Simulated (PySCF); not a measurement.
Run report: C$_{2}$H$_{2}$F$_{3}$NO, NMR shielding calculation

- system: C$_{2}$H$_{2}$F$_{3}$NO (CF3C(O)NH2), SMILES NC(=O)C(F)(F)F
- method: GIAO PBE0/pcSseg-1 NMR shielding, non-relativistic, gas phase (PySCF 2.14.0)

The geometry comes from this level: PBE0-D3(BJ)/def2-SVP. Figures and captions count atoms from 1; the log counts them from 0 in places.

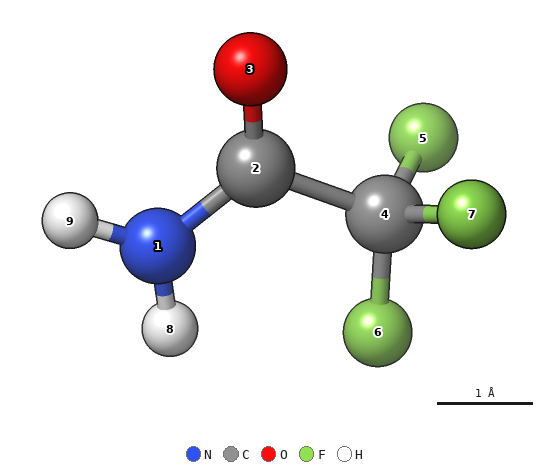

**Figure 1.** The input geometry (ball-and-stick view, seen at a tilt; atoms are numbered from 1 in the order of the input).

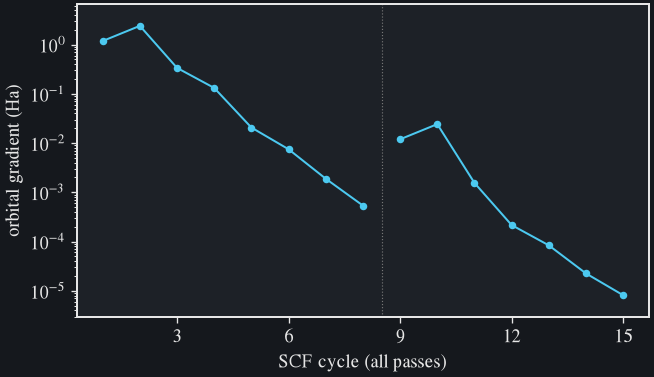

**Figure 2.** Convergence of the self-consistent field: orbital gradient against the SCF cycle. The dotted line marks the change from a coarse to the final integration grid. The first 8 cycles use a coarse grid, the final grid takes over at cycle 9, and the field converges after 15 cycles in all.

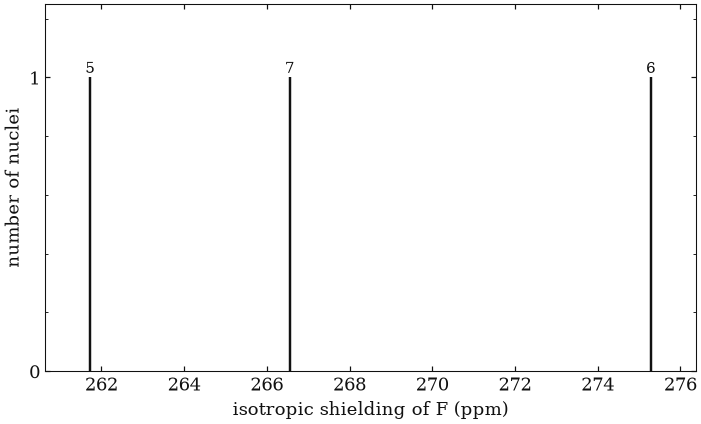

**Figure 3.** Isotropic shieldings of the fluorine nuclei in this fixed geometry, labelled by atom number; shielding grows to the right, so chemical shift grows to the left. The least shielded is F5 (261.7 ppm), the most shielded F6 (275.3 ppm).

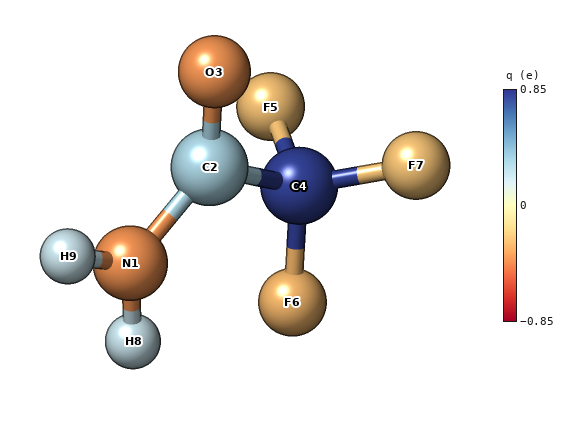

**Figure 4.** Mulliken charges, as the colour of each atom (ball-and-stick view, seen at a tilt; atoms are numbered from 1 in the order of the input). By element: N −0.40, C +0.31 to +0.81, O −0.39, F −0.28 to −0.24 and H +0.22 e.

The input that produced these results follows, with the program's output.

### Input file
```
{"job": {"xc": "PBE0", "basis": "pcSseg-1", "kind": "nmr", "pop": true}, "charge": 0, "multiplicity": 1}
N      1.359647     0.141371    -0.187405
C      0.242998     0.296572     0.550927
O      0.177986     0.775081     1.655419
C     -1.041259    -0.228278    -0.128523
F     -1.490237    -1.299463     0.514081
F     -0.828012    -0.577572    -1.408450
F     -1.981653     0.700831    -0.110495
H      1.333445    -0.252909    -1.116730
H      2.240601     0.446368     0.206210
```

The first line tells a small driver script what to run in PySCF; the rest is the geometry in Å.

Launch command:
```bash
OMP_NUM_THREADS=1 python <driver script> task.json out
```

### What the program printed
```
coarse grid: 8824 points
cycle   1  E = -506.0727194443  dE =  1.394e+00  |g| = 1.184e+00  |ddm| = 2.686e+00
cycle   2  E = -505.2699894016  dE =  8.027e-01  |g| = 2.403e+00  |ddm| = 2.470e+00
cycle   3  E = -506.3049962727  dE = -1.035e+00  |g| = 3.365e-01  |ddm| = 1.946e+00
cycle   4  E = -506.3229016093  dE = -1.791e-02  |g| = 1.318e-01  |ddm| = 2.851e-01
cycle   5  E = -506.3258629940  dE = -2.961e-03  |g| = 2.067e-02  |ddm| = 9.014e-02
cycle   6  E = -506.3259466770  dE = -8.368e-05  |g| = 7.493e-03  |ddm| = 1.742e-02
cycle   7  E = -506.3259577972  dE = -1.112e-05  |g| = 1.889e-03  |ddm| = 4.847e-03
cycle   8  E = -506.3259584016  dE = -6.044e-07  |g| = 5.380e-04  |ddm| = 1.662e-03
final grid: 90176 points
cycle   9  E = -506.3933368898  dE = -2.196e-05  |g| = 1.194e-02  |ddm| = 1.800e-02
cycle  10  E = -506.3932544709  dE =  8.242e-05  |g| = 2.425e-02  |ddm| = 2.207e-02
cycle  11  E = -506.3933624013  dE = -1.079e-04  |g| = 1.554e-03  |ddm| = 1.606e-02
cycle  12  E = -506.3933628113  dE = -4.100e-07  |g| = 2.164e-04  |ddm| = 1.103e-03
cycle  13  E = -506.3933628173  dE = -6.030e-09  |g| = 8.377e-05  |ddm| = 1.707e-04
cycle  14  E = -506.3933628183  dE = -1.034e-09  |g| = 2.252e-05  |ddm| = 5.624e-05
cycle  15  E = -506.3933628184  dE = -9.504e-11  |g| = 8.130e-06  |ddm| = 1.936e-05
converged SCF energy = -506.3933628184

GIAO shielding tensors (ppm)
atom      isotropic    diamagn.    paramagn.     s11        s22        s33       span
  0 N      153.341     324.003    -170.662     52.390    173.857    233.776    181.387
  1 C       24.303     246.944    -222.640    -75.958     60.399     88.468    164.426
  2 O      -72.941     398.299    -471.240   -343.768   -224.685    349.630    693.398
  3 C       64.305     241.424    -177.119     49.365     64.638     78.911     29.546
  4 F      261.731     470.932    -209.201    186.726    256.346    342.121    155.395
  5 F      275.290     474.648    -199.359    193.401    263.469    368.999    175.598
  6 F      266.557     470.169    -203.612    192.965    265.043    341.664    148.699
  7 H       25.535      31.896      -6.361     19.733     26.525     30.346     10.613
  8 H       26.693      29.862      -3.169     22.411     22.800     34.868     12.457
```

### Summary

```tsv
quantity	value
outcome	converged
total energy	−506.393363 hartree
HOMO	−8.34 eV
LUMO	−0.35 eV
dipole moment	3.99 D
isotropic shielding, N	153.3 ppm
isotropic shielding, C	24.3 to 64.3 ppm
isotropic shielding, O	−72.9 ppm
isotropic shielding, F	261.7 to 275.3 ppm
isotropic shielding, H	25.5 to 26.7 ppm
hardware	1 CPU thread, shared host
wall time	7 s
peak memory	0.65 GiB
```
